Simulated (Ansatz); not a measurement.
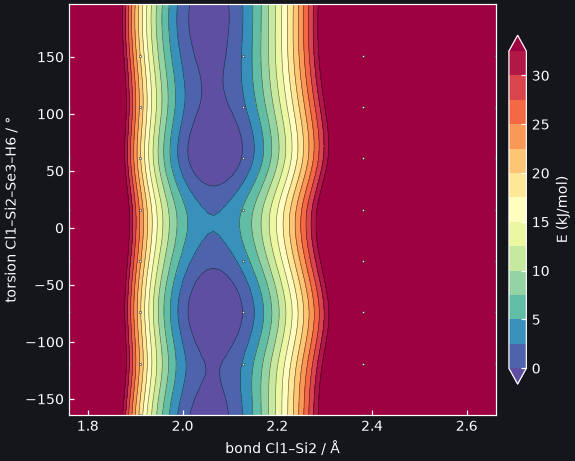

ClH₃SeSi, SMILES Cl[SiH2][SeH]. Two internal coordinates are moved rigidly from the geometry relaxed at PBE0-D4/def2-TZVP, all others fixed. The first coordinate is: bond Cl1–Si2; the second: torsion Cl1–Si2–Se3–H6. Grid: 5 × 8 points. All energies are given in kJ/mol relative to the lowest grid point. The calculation used RKS PBE0-D4/def2-TZVPP in Ansatz.

Drawn: filled contours, dots at the grid points, one colour for all values above the top of the scale. Between grid points the surface is interpolated.

### Estimate the position of the minimum and the force constants in these coordinates.

The interpolated minimum is at bond Cl1–Si2 ≈ 2.055 Å, torsion Cl1–Si2–Se3–H6 ≈ −73°. The curvatures there are about 19 eV/Å² and 0.16 eV/rad², with a cross term of about 0 eV/(Å·rad). Round the minimum the two coordinates are nearly uncoupled. (1 eV is 96.5 kJ/mol.)
